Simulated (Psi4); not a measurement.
# Cl2 (chlorine) at B3LYP/STO-3G (sweep point 1)

What is the vertical electron affinity of Cl2 (chlorine) at B3LYP/STO-3G (sweep point 1)? The job is set up through a Python script.

The results are computed with Psi4 1.11.

### 1 Starting point

The species is Cl2 (2 atoms), meant as a singlet with charge 0. SMILES: `ClCl`. The shape is that of a GFN2-xTB optimisation.

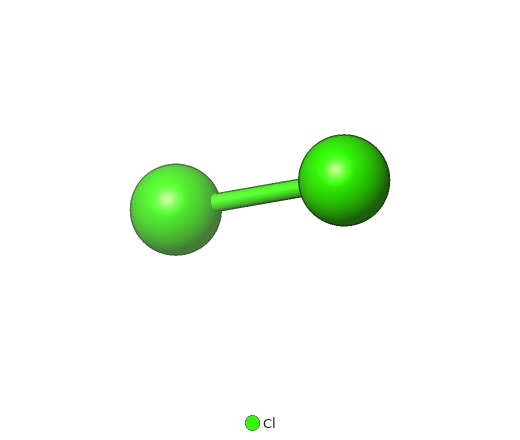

The structure, seen from a chosen angle (chlorine green).

### 2 A single-point energy at B3LYP/STO-3G (sweep point 1)

run.py reads:

```python
import psi4

psi4.set_memory('1600 MB')
psi4.set_num_threads(1)
psi4.core.set_output_file('output.dat', False)

geom = psi4.geometry("""
Cl     0.859850    -0.286310     0.440860
Cl    -0.859850     0.286310    -0.440860
units angstrom
symmetry c1
""")

psi4.set_options({
    'basis': 'STO-3G',
    'puream': True,
    'scf_type': 'pk',
    'dft_radial_points': 99,
    'dft_spherical_points': 590,
})

energy_value = psi4.energy("b3lyp")
print(f'total energy {energy_value:.8f} hartree = {energy_value * 27.211386:.5f} eV')
for k, v in sorted(psi4.core.scalar_variables().items()):
    print(f'{k:45s} {v:18.10f}')
```

Started as:

```
$ python run.py
```

output.dat:

```text
[...]
  Running in c1 symmetry.
[...]
  Nuclear repulsion =   75.873834115185900
[...]
  Multiplicity = 1
[...]
  Nalpha       = 17
  Nbeta        = 17
[...]
    Number of basis functions: 18
[...]
   @RKS iter   1:  -910.31681062849748   -1.70750e-01   3.23078e-03 DIIS/ADIIS
[...]
   @RKS iter   4:  -910.32117554832837   -2.52282e-09   1.47461e-08 DIIS
[...]
    Orbital Energies [Eh]
    ---------------------
    Doubly Occupied:
       1A   -100.540211     2A   -100.540145     3A     -9.335070
       4A     -9.332083     5A     -7.118577     6A     -7.115690
       7A     -7.097076     8A     -7.097076     9A     -7.095946
      10A     -7.095946    11A     -0.884923    12A     -0.705140
      13A     -0.424860    14A     -0.358088    15A     -0.358088
      16A     -0.259290    17A     -0.259290
[...]
  @RKS Final Energy:  -910.32117554832837
   => Energetics <=
    Nuclear Repulsion Energy =             75.8738341151859004
    One-Electron Energy =               -1409.0045913805854525
    Two-Electron Energy =                 468.0859998284653329
    DFT Exchange-Correlation Energy =     -45.2764181113943138
    Empirical Dispersion Energy =           0.0000000000000000
    VV10 Nonlocal Energy =                  0.0000000000000000
    Total Energy =                       -910.3211755483284833
[...]
 Multipole Moments:
 ------------------------------------------------------------------------------------
     Multipole            Electronic (a.u.)      Nuclear  (a.u.)        Total (a.u.)
 ------------------------------------------------------------------------------------
 L = 1.  Multiply by 2.5417464519 to convert [e a0] to [Debye]
 Dipole X            :         -0.0000000            0.0000000           -0.0000000
 Dipole Y            :         -0.0000000            0.0000000           -0.0000000
 Dipole Z            :          0.0000000            0.0000000            0.0000000
 Magnitude           :                                                    0.0000000
[...]
```

On the terminal:

```text
total energy -910.32117555 hartree = -24771.10089 eV
CURRENT ENERGY                                   -910.3211755483
CURRENT REFERENCE ENERGY                         -910.3211755483
DD SOLVATION ENERGY                                 0.0000000000
DFT FUNCTIONAL TOTAL ENERGY                      -910.3211755483
DFT TOTAL ENERGY                                 -910.3211755483
DFT VV10 ENERGY                                     0.0000000000
DFT XC ENERGY                                     -45.2764181114
GRID ELECTRONS ALPHA                               16.9999997722
GRID ELECTRONS BETA                                16.9999997722
GRID ELECTRONS TOTAL                               33.9999995444
NUCLEAR REPULSION ENERGY                           75.8738341152
ONE-ELECTRON ENERGY                             -1409.0045913806
PCM POLARIZATION ENERGY                             0.0000000000
PE ENERGY                                           0.0000000000
SCF ITERATION ENERGY                             -910.3211755483
SCF ITERATIONS                                      4.0000000000
SCF TOTAL ENERGY                                 -910.3211755483
TWO-ELECTRON ENERGY                               468.0859998285
XC GRID RADIAL POINTS                              99.0000000000
XC GRID SPHERICAL POINTS                          590.0000000000
XC GRID TOTAL POINTS                            98084.0000000000
```

It took 3.6 s on 1 thread of AMD EPYC 7R43 (Zen 3), shared host; peak memory 0.23 GiB.

### 3 The doublet anion

cl2.py reads:

```python
import psi4

psi4.set_memory(1600000000)
psi4.set_num_threads(1)
psi4.core.set_output_file('run.log', False)

mol = psi4.geometry("""
-1 2
Cl     0.859850    -0.286310     0.440860
Cl    -0.859850     0.286310    -0.440860
symmetry c1
""")

options = {'reference': 'uks', 'puream': True, 'scf_type': 'pk', 'dft_radial_points': 99, 'dft_spherical_points': 590, 'maxiter': 150}
psi4.set_options(options)

E = psi4.energy("b3lyp/STO-3G")
print(f'total energy {E:.8f} hartree = {E * 27.211386:.5f} eV')
```

Started as:

```
$ python cl2.py
```

run.log:

```text
[...]
  Running in c1 symmetry.
[...]
  Nuclear repulsion =   75.873834115185900
[...]
  Multiplicity = 2
[...]
  Nalpha       = 18
  Nbeta        = 17
[...]
    Number of basis functions: 18
[...]
   @UKS iter   1:  -910.22107532826021   -7.50143e-02   8.30506e-04 ADIIS/DIIS
[...]
   @UKS iter   3:  -910.22111933129281   -4.65252e-09   2.81599e-08 DIIS
[...]
   @S^2 Observed:                7.500000000E-01
[...]
    Orbital Energies [Eh]
    ---------------------
    Alpha Occupied:
       1A    -99.993179     2A    -99.993112     3A     -8.822336
       4A     -8.819270     5A     -6.601963     6A     -6.598905
       7A     -6.585443     8A     -6.585443     9A     -6.584222
      10A     -6.584222    11A     -0.482978    12A     -0.334986
      13A     -0.058523    14A      0.022656    15A      0.022656
      16A      0.120204    17A      0.120204    18A      0.263152
    Alpha Virtual:
    Beta Occupied:
       1A    -99.989642     2A    -99.989577     3A     -8.817827
[...]
  @UKS Final Energy:  -910.22111933129281
   => Energetics <=
    Nuclear Repulsion Energy =             75.8738341151859004
    One-Electron Energy =               -1424.6001114851892453
    Two-Electron Energy =                 484.3325038065638637
    DFT Exchange-Correlation Energy =     -45.8273457678533660
    Empirical Dispersion Energy =           0.0000000000000000
    VV10 Nonlocal Energy =                  0.0000000000000000
    Total Energy =                       -910.2211193312928117
[...]
 Multipole Moments:
 ------------------------------------------------------------------------------------
     Multipole            Electronic (a.u.)      Nuclear  (a.u.)        Total (a.u.)
 ------------------------------------------------------------------------------------
 L = 1.  Multiply by 2.5417464519 to convert [e a0] to [Debye]
 Dipole X            :          0.0000000            0.0000000            0.0000000
 Dipole Y            :         -0.0000000            0.0000000           -0.0000000
 Dipole Z            :          0.0000000            0.0000000            0.0000000
 Magnitude           :                                                    0.0000000
[...]
```

On the terminal:

```text
total energy -910.22111933 hartree = -24768.37822 eV
```

It took 3.6 s on 1 thread of AMD EPYC 7R43 (Zen 3), shared host; peak memory 0.23 GiB.

### 4 Results

Level: B3LYP/STO-3G (sweep point 1).

| quantity | value |
| --- | --- |
| singlet Cl2: total energy | -910.32118 Eh |
| singlet Cl2: dipole moment | 0.00 D |
| singlet Cl2: HOMO energy | -7.06 eV |
| singlet Cl2: LUMO energy | -1.65 eV |
| singlet Cl2: HOMO–LUMO gap | 5.40 eV |
| doublet anion: total energy | -910.22112 Eh |
| doublet anion: HOMO energy (highest over α and β) | 7.16 eV |
| doublet anion: LUMO energy (lowest over α and β) | 10.52 eV |
| doublet anion: ⟨S²⟩ | 0.750 |
| vertical electron affinity (to the doublet anion) | -2.723 eV |

What this shows: The anion lies 2.72 eV (63 kcal/mol) above the neutral: the electron isn't bound at this level, and such a value depends on the basis. Without diffuse functions anions come out too high. In a minimal basis such a difference can be off by several eV, whatever the method. The HOMO (doublet anion) lies at positive energy, 7.16 eV; only total energies tell whether the electron is bound.
